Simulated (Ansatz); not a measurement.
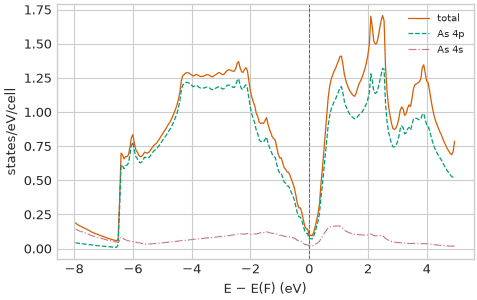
Figure: Total and projected density of states of As (A7 (α-As type), R-3m), DFT-PBEsol in the program Ansatz with PAW potentials

Q: Which orbitals carry the states next to the Fermi level?

A: Within 0.5 eV of the Fermi level: As 4p 79 %, As 4s 17 %. Projections are on Löwdin-orthogonalised atomic valence shells; empty p or d shells of many metals are not among them.

Q: Where is the tallest occupied peak in this window, and what makes it?

A: Near -2.4 eV, about 1.4 states/eV per cell; the largest projected share is As 4p.

Symmetry was held in the PBEsol relaxation. Spin–orbit coupling is left out wherever it is not named.

Potentials: the later of the program's two PAW sets.
